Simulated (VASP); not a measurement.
Band structure of CoSi2 (fluorite). Method: RPBE GGA, VASP's PBE PAW potentials (set 64) (plane waves; VASP 6.6.1).

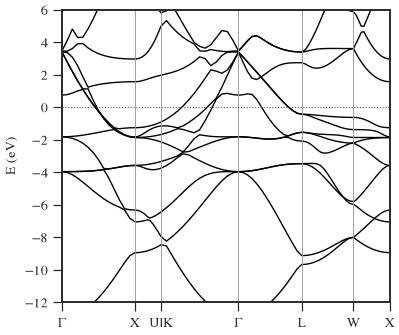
Fig. 1. Bands along high-symmetry lines, zero at the valence-band maximum or, without a gap, the Fermi level

Q: Read the plot: is there a gap, and where are the band edges?

A: It has no gap at this level: it comes out as a metal or semimetal. (Edges off the drawn lines would not show.)

The compound is CoSi2 in the fluorite structure. It was relaxed first. The run is not spin-polarised, so no magnetic state was tried. The electron count is odd and the run is not spin-polarised, which forces a metal.
